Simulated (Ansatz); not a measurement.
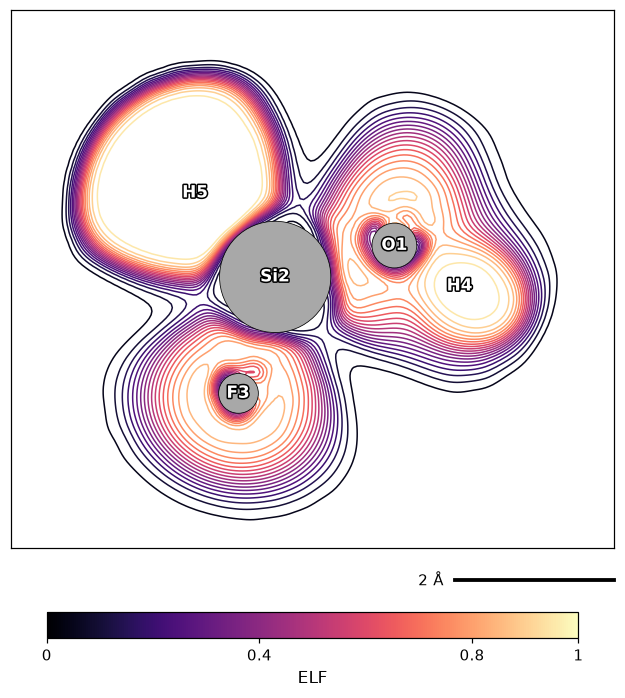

*FH2OSi (SMILES O[SiH+]F) (charge +1). ELF on the molecular plane. Grey discs cover the atomic cores.*

Geometry: PBE0-D4/def2-TZVP.

Theory: RKS PBE0-D4/def2-TZVPP (Ansatz).

The calculation's input:

```
crystal:
  periodic: [false, false, false]
  atoms:
    - {symbol: O, position_ang: [-0.761879, -0.805946, -0.071188]}
    - {symbol: Si, position_ang: [0.421133, 0.178655, 0.112488]}
    - {symbol: F, position_ang: [0.338175, 1.649245, -0.322772]}
    - {symbol: H, position_ang: [-1.651539, -0.714044, -0.437582]}
    - {symbol: H, position_ang: [1.654111, -0.307910, 0.719063]}
basis:
  gaussian: {orbitals: def2-TZVPP}
total_charge: 1
hamiltonian: {xc: pbe0, dispersion: d4}
output: {orbitals: {seedname: orbitals}}
```

Run with:

```sh
ansatz run in.yaml --threads 2 --pin off --events-out ev --progress --plain --max-ram 4352MiB
```

> Read the bonding off the picture.

The plane passes through O, Si, F and H nuclei.
Si–F (1.54 Å): the ELF peaks at about 0.85 in the valence shell of F, 0.6 Å from its nucleus, and is about 0.45 at the midpoint.
Si–O (1.55 Å): the ELF peaks at about 0.85 between the atoms, as expected for a short, strongly polar bond.
O–H (0.97 Å): the ELF climbs to about 1 towards the hydrogen, as it does in any bond to H; an ordinary covalent bond to hydrogen.
Si–H (1.46 Å): the ELF climbs to about 1 towards the hydrogen.
The ELF also peaks beside F3 and O1, away from the bonds: lone-pair regions.
